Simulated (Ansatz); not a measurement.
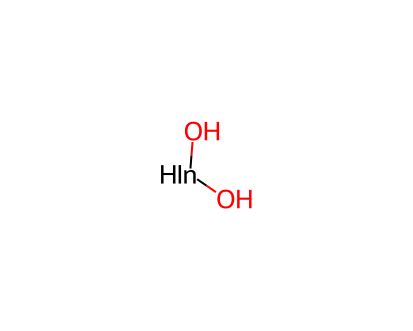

The drawing above gives the connectivity. The geometry was computed by an optimisation with PBE0-D4/def2-TZVP. No frequency run is at hand to confirm it as a minimum.

Describe the 3D structure.

It has 6 atoms: 3 hydrogen, 1 indium and 2 oxygen (H₃InO₂). As SMILES it reads `[OH][InH][OH]`. This geometry has Cs symmetry. All atoms lie on one plane. Coordination: 2 O bent; 1 In trigonal planar.

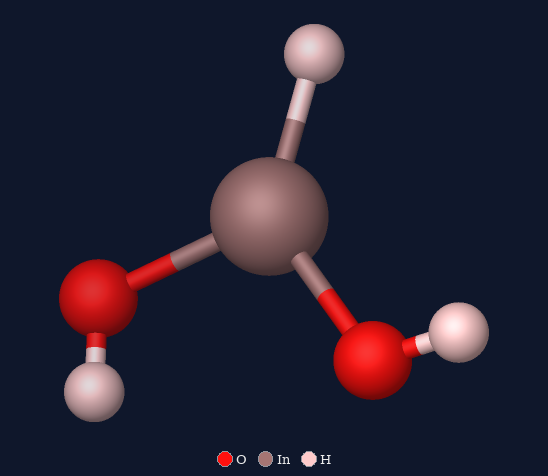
